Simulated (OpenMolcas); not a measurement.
Run report: CH5OSn, spin-orbit calculation (part 4 of 4)

CH5OSn, multiplicity 2, SMILES [CH3][SnH][OH]; CASPT2/ANO-RCC-VDZ, DKH2 (OpenMolcas 26.06). The geometry comes from this level: GFN2-xTB.

Geometry of the input (Å):
```
C  -0.8756  0.9651  -0.0714
Sn 1.2684  0.0698  0.2650
O  0.8175  -1.9076  0.4907
H  -0.8148  2.0133  -0.3326
H  -1.4480  0.8262  0.8398
H  -1.2971  0.3868  -0.8849
H  2.2449  -0.1545  -1.3592
H  0.1046  -2.1991  1.0527
```

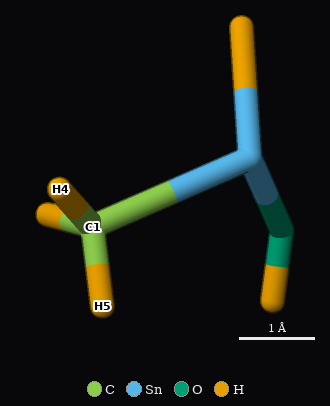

**Figure 1.** The structure (stick view, seen at a tilt; atoms are numbered from 1 in the order of the input). Sticks mark near contacts.

### Log, continued
```
        MATRIX ELEMENTS OVER SPIN EIGENSTATES FOR:
     MLTPL  0   1 (HERMSING)     MLTPL  0   1 (ANTITRIP)     MLTPL  1   1 (HERMSING)
     MLTPL  1   1 (ANTITRIP)     MLTPL  1   2 (HERMSING)     MLTPL  1   2 (ANTITRIP)
     MLTPL  1   3 (HERMSING)     MLTPL  1   3 (ANTITRIP)     MLTPL  2   1 (HERMSING)
     MLTPL  2   2 (HERMSING)     MLTPL  2   3 (HERMSING)     MLTPL  2   4 (HERMSING)
     MLTPL  2   5 (HERMSING)     MLTPL  2   6 (HERMSING)     VELOCITY   1 (ANTISING)
     VELOCITY   2 (ANTISING)     VELOCITY   3 (ANTISING)     ANGMOM     1 (ANTISING)
     ANGMOM     2 (ANTISING)     ANGMOM     3 (ANTISING)     MLTPV  2   1 (ANTISING)
     MLTPV  2   2 (ANTISING)     MLTPV  2   3 (ANTISING)     MLTPV  2   4 (ANTISING)
     MLTPV  2   5 (ANTISING)     MLTPV  2   6 (ANTISING)     AMFI       1 (ANTITRIP)
     AMFI       2 (ANTITRIP)     AMFI       3 (ANTITRIP)

       EIGENSTATES OF SPIN-ORBIT HAMILTONIAN WILL BE COMPUTED

  Nr of states:                    2

   State:        1   2
  JobIph:        1   2
 Root nr:        1   1

  HAMILTONIAN MATRIX FOR THE ORIGINAL STATES:

  Diagonal, with energies
  -6288.38250228  -6288.17540504

      OVERLAP MATRIX FOR THE ORIGINAL STATES:

  Diagonal, with elements
      1.00000000      1.00000000

::    RASSI State    1     Total energy:   -6288.38250228037305
::    RASSI State    2     Total energy:   -6288.17540503846521

      ****************************************************************************************************
      *                                         Spin-free section                                        *
      *                 Note: index according to input order, order according to energy.                 *
      ****************************************************************************************************

  SPIN-FREE ENERGIES:
  (Shifted by EMIN (a.u.) =      -6288.3825022804)

 SF State       Relative EMIN(au)   Rel lowest level(eV)    D:o, cm**(-1)

     1             0.0000000000        0.0000000000              0.0000
     2             0.2070972419        5.6354030400          45452.5908

++ Dipole transition strengths (spin-free states):
   -----------------------------------------------
     for osc. strength at least  1.00000000E-05

  ( Max oscillator strength is only    1.9460882348261576E-033 )
--

++ Velocity transition strengths (spin-free states):
   -------------------------------------------------
     for osc. strength at least  1.00000000E-05

  ( Max oscillator strength is only    9.9757534255890020E-034 )
--

++ Length and velocity gauge comparison (spin-free states):
   --------------------------------------------------------

 --------------------------------------------------
 A comparison between the dipole oscillator strengths in
 length and velocity gauge will be performed

     All dipole oscillator differences above the tolerance of   1.00000000E-01  will be printed

 Due to basis set deficiency these oscillator may be problematic

 The tolerance is defined as ABS(1-O_l/O_v)
 O_l : dipole oscillator strength in length gauge
 O_p : dipole oscillator strength in velocity gauge
 --------------------------------------------------

 No problematic oscillator strengths above the tolerance   0.10000000000000001       have been found

--

 Electric-dipole - electric-octupole not included
 Electric-dipole - magnetic-quadrupole not included

      ****************************************************************************************************
      *                                         Spin-orbit section                                       *
      ****************************************************************************************************

 Complex SO-Hamiltonian matrix elements over
 spin components of spin-free eigenstates (SFS):
 (In cm-1. Print threshold:      1.000 cm-1)
 ----------------------------------------------------------------------

  I1  S1  MS1    I2  S2  MS2    Real part    Imag part      Absolute
     3  1.5 -1.5    1  0.5 -0.5      -385.786       237.112       452.828
     4  1.5 -0.5    1  0.5 -0.5        -0.000       133.364       133.364
     4  1.5 -0.5    2  0.5  0.5      -222.733       136.897       261.440
     5  1.5  0.5    1  0.5 -0.5      -222.733      -136.897       261.440
     5  1.5  0.5    2  0.5  0.5        -0.000       133.364       133.364
     6  1.5  1.5    2  0.5  0.5      -385.786      -237.112       452.828
 ----------------------------------------------------------------------

       Total energies including SO-coupling:
::    SO-RASSI State    1     Total energy:   -6288.38253146618899
::    SO-RASSI State    2     Total energy:   -6288.38253146618899
::    SO-RASSI State    3     Total energy:   -6288.17540503846521
::    SO-RASSI State    4     Total energy:   -6288.17540503846521
::    SO-RASSI State    5     Total energy:   -6288.17537585264927
::    SO-RASSI State    6     Total energy:   -6288.17537585264927

   Eigenvalues of complex Hamiltonian:
   -----------------------------------
  (Shifted by EMIN (a.u.) =      -6288.3825022804)

 SO State       Relative EMIN(au)   Rel lowest level(eV)    D:o, cm**(-1)

     1            -0.0000291858        0.0000000000              0.0000
     2            -0.0000291858        0.0000000000              0.0000
     3             0.2070972419        5.6361972265          45458.9964
     4             0.2070972419        5.6361972265          45458.9964
     5             0.2071264277        5.6369914130          45465.4019
     6             0.2071264277        5.6369914130          45465.4019

 Weights of the five most important spin-orbit-free states for each spin-orbit state.

 SO State  Total energy (au)           Spin-free states, spin, and weights
 -------------------------------------------------------------------------------------------------------
    1        -0.000029       1 0.5  0.9999    2 1.5  0.0001
    2        -0.000029       1 0.5  0.9999    2 1.5  0.0001
    3         0.207097       2 1.5  1.0000    1 0.5  0.0000
    4         0.207097       2 1.5  1.0000    1 0.5  0.0000
    5         0.207126       2 1.5  0.9999    1 0.5  0.0001
    6         0.207126       2 1.5  0.9999    1 0.5  0.0001
 -------------------------------------------------------------------------------------------------------

      ****************************************************************************************************
      *                                    Special properties section                                    *
      ****************************************************************************************************

++ Dipole transition strengths (SO states):
   ----------------------------------------
        for osc. strength at least   1.00000000E-05

      From   To        Osc. strength     Einstein coefficients Ax, Ay, Az (sec-1)    Total A (sec-1)
     -----------------------------------------------------------------------------------------------
         1    5       1.07148643E-05  1.29877616E+04  2.20016385E+02  1.56597963E+03  1.47737576E+04
         2    6       1.07148643E-05  1.29877616E+04  2.20016385E+02  1.56597963E+03  1.47737576E+04
     -----------------------------------------------------------------------------------------------
--

++ Length and velocity gauge comparison (SO states):

 --------------------------------------------------
 A comparison between the dipole oscillator strengths in
 length and velocity gauge will be performed

     All dipole oscillator differences above the tolerance of   1.00000000E-01  will be printed

 Due to basis set deficiency these oscillator may be problematic

 The tolerance is defined as ABS(1-O_l/O_v)
 O_l : dipole oscillator strength in length gauge
 O_p : dipole oscillator strength in velocity gauge
 --------------------------------------------------

  Problematic transitions have been found

      From   To       Difference (%) Osc. st. (len.) Osc. st. (vel.)
     ---------------------------------------------------------------
         1    5      ---------------  1.07148643E-05 below threshold
         2    6      ---------------  1.07148643E-05 below threshold
     ---------------------------------------------------------------

 Number of problematic transitions =                     2

--

 Electric-dipole - electric-octupole not included
--- Stop Module: rassi /rc=_RC_ALL_IS_WELL_ ---

.##################.
.# Happy landing! #.
.##################.

    Timing: Wall=12.67 User=10.52 System=1.96
```
